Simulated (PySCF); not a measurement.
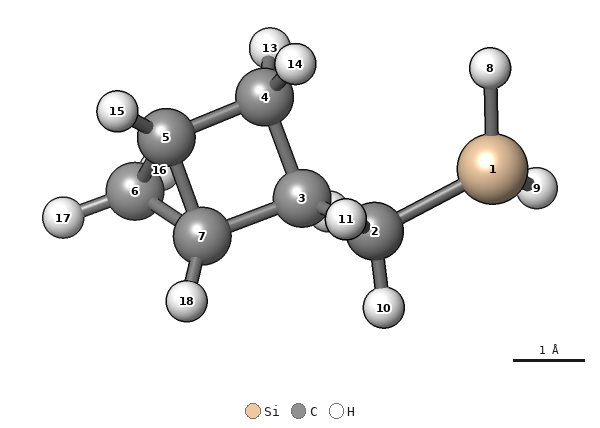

The input geometry (ball-and-stick view, seen at a tilt; atoms are numbered from 1 in the order of the input).

# EPR calculation, with input and output: C₆H₁₁Si

The run: EPR calculation of C₆H₁₁Si, multiplicity 2. Method and program: UKS B3LYP, pcH-1 on C H Si, non-relativistic, mean-field spin-orbit, GIAO (PySCF 2.14.0).

It belongs to a series of runs on one base structure; here: H removed from Si.

### What the program printed
```
UKS, coarse grid
  cycle   1  E = -524.60444058  |g| = 3.42e-01
  cycle   2  E = -524.56081654  |g| = 4.45e-01
  cycle   3  E = -524.66448852  |g| = 4.61e-02
  cycle   4  E = -524.66519584  |g| = 2.60e-02
  cycle   5  E = -524.66550145  |g| = 5.55e-03
  cycle   6  E = -524.66551702  |g| = 1.13e-03
  cycle   7  E = -524.66551715  |g| = 6.57e-04
UKS, final grid
  cycle   1  E = -524.66546363  |g| = 8.96e-04
  cycle   2  E = -524.66546321  |g| = 1.30e-03
  cycle   3  E = -524.66546401  |g| = 5.67e-05
  cycle   4  E = -524.66546401  |g| = 2.04e-05
E = -524.66546401 Eh   <S^2> = 0.7516 (exact 0.7500)
g shifts (ppm)      1          2          3
  rmc          -129       -129       -129
  gc             10         81         84
  oz_so         -70       1899       2308
  total        -190       1850       2263
hyperfine (MHz)  atom isotope    a_iso     a_fc   dipolar eigenvalues
    0  29Si    -401.24    -402.27   -178.62     89.27     89.35
    1   13C      15.33      15.30     -3.00     -2.90      5.90
    2   13C      38.00      38.00     -2.68     -2.55      5.24
    3   13C       4.41       4.41     -0.42     -0.26      0.68
    4   13C      -0.32      -0.32     -0.23     -0.10      0.33
    5   13C       1.16       1.16     -0.31     -0.26      0.57
    6   13C       9.66       9.67     -1.35     -1.29      2.65
    7    1H      21.30      21.28    -10.61      1.64      8.97
    8    1H      21.15      21.12    -10.56      1.63      8.93
    9    1H       4.39       4.38     -4.11     -2.43      6.54
   10    1H       1.65       1.65     -3.98     -2.31      6.29
   11    1H       0.50       0.50     -3.04     -0.88      3.92
   12    1H       0.40       0.40     -1.25     -0.93      2.18
   13    1H      -0.26      -0.27     -1.89     -1.38      3.28
   14    1H       0.09       0.09     -0.49     -0.39      0.88
   15    1H       0.82       0.82     -0.61     -0.34      0.96
   16    1H       2.32       2.32     -0.43     -0.28      0.70
   17    1H      -0.82      -0.82     -1.12     -0.44      1.56
```

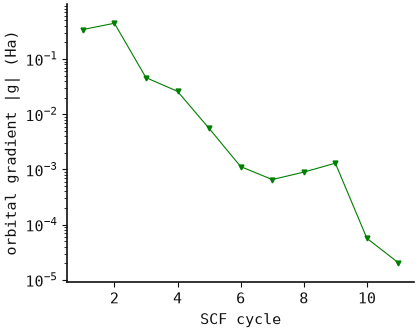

Convergence of the self-consistent field: orbital gradient |g| against the SCF cycle. All cycles printed in the log are drawn one after another.

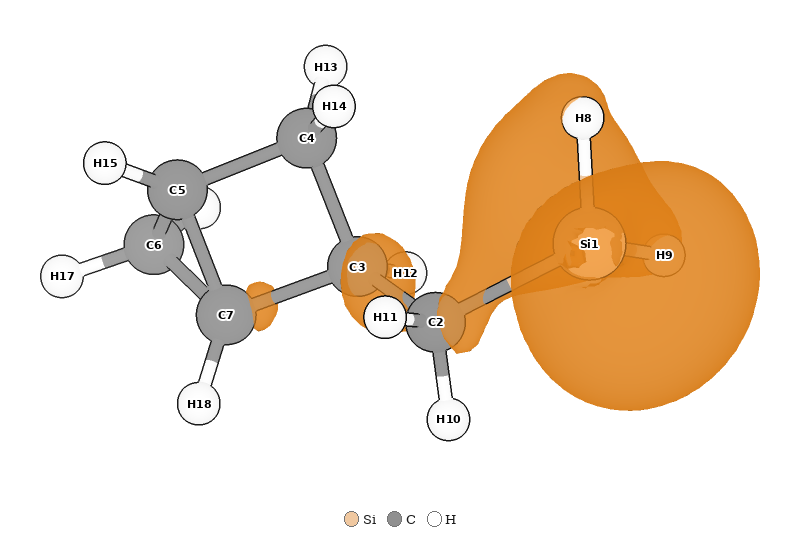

Isosurface of the spin density at +0.015 e/Å³ (orange), seen at a tilt. The unpaired spin (1 electron) lies mostly on Si1 (about 0.8), in electrons by Hirshfeld's partition.

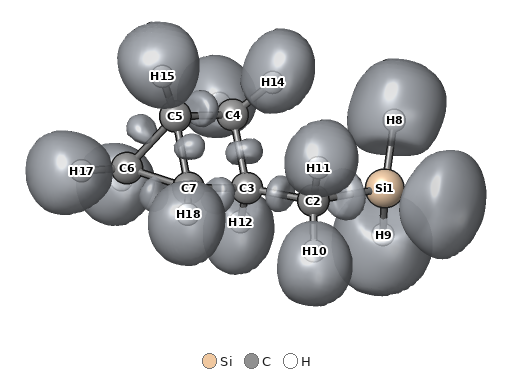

Isosurface of the ELF at 0.85 (grey), seen at a tilt. Only the valence region is drawn (cores and ρ < 0.01 e/Å³ removed). Along the contacts the grid gives the following. C–Si (1.90 Å): the ELF peaks at about 0.95 between the atoms, as expected for localised, shared-pair bonding.

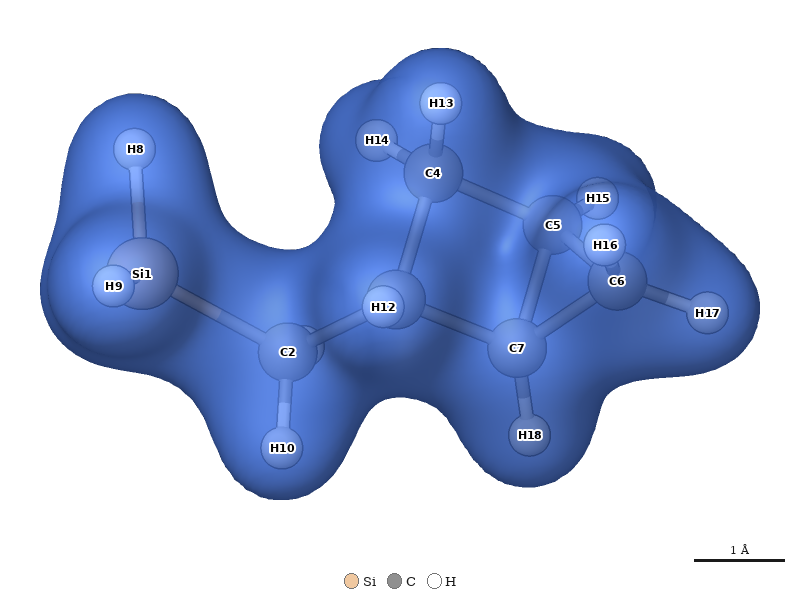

Isosurface of the total electron density at 0.2 e/Å³ (blue), seen at an oblique angle. At this value the surface is in one piece. On the grid the lowest density along these lines, outside the cores, is 1.6 e/Å³ (C–C, 1.50 Å), 0.79 e/Å³ (C–Si, 1.90 Å), 1.9 e/Å³ (C–H, 1.08 Å) and 1.6 e/Å³ (C–C, 1.55 Å).

This output came from the following input.

### Input
```
{"job": {"kind": "epr", "basis": "pcH-1"}, "charge": 0, "multiplicity": 2}
Si    -2.977305     0.240105     0.286751
C     -1.368506     0.811299    -0.542455
C     -0.243665    -0.199450    -0.368378
C      0.322226    -0.279495     1.067759
C      1.661991     0.229964     0.554037
C      2.175231    -0.705179    -0.495276
C      1.120940     0.296849    -0.849507
H     -2.913815     0.191945     1.742403
H     -3.500063    -0.993129    -0.289941
H     -1.533237     0.966302    -1.611673
H     -1.044027     1.771191    -0.134652
H     -0.539550    -1.162939    -0.795940
H      0.345250    -1.270624     1.522244
H     -0.167468     0.413682     1.748593
H      2.301044     0.916975     1.085024
H      1.922558    -1.755216    -0.446648
H      3.169768    -0.510627    -0.870047
H      1.259870     1.044665    -1.613951
```

The first line tells a small driver script what to run in PySCF; the rest is the geometry in Å.

Run as:
```bash
OMP_NUM_THREADS=1 python <driver script> task.json out
```

### Summary

- outcome: converged
- total energy: −524.665464 hartree
- ⟨S²⟩: 0.752
- isotropic g: 2.0036
- hardware: 1 CPU thread, shared host
- wall time: 86 s
- peak memory: 0.97 GiB
